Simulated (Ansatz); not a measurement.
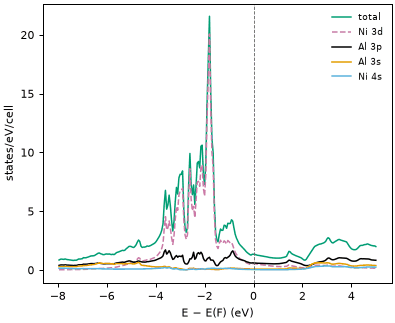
Fig. 1. Total and projected density of states of Al3Ni2 (La2O3 or Ni2Al3 type, P-3m1), DFT-PBEsol in the program Ansatz with PAW potentials

Q: Which orbitals carry the states next to the Fermi level?

A: Within 0.5 eV of the Fermi level: Al 3p 46 %, Ni 3d 39 %, Al 3s 6 %, outside the projected shells 6 %. Projections are on Löwdin-orthogonalised atomic valence shells; empty p or d shells of many metals are not among them.

Q: Where is the tallest occupied peak in this window, and what makes it?

A: Near -1.8 eV, about 22 states/eV per cell; the largest projected share is Ni 3d.

The workflow started from a Materials Project entry (that database holds measured and hypothetical structures alike); the Crystallography Open Database copy checked does not list it. Whether it is the stable phase at ambient conditions was not checked. The cell was relaxed with PBEsol under the symmetry of its start; of distortions, only those at the zone centre were tested. No spin polarisation was allowed.

Potentials: the later of the program's two PAW sets.
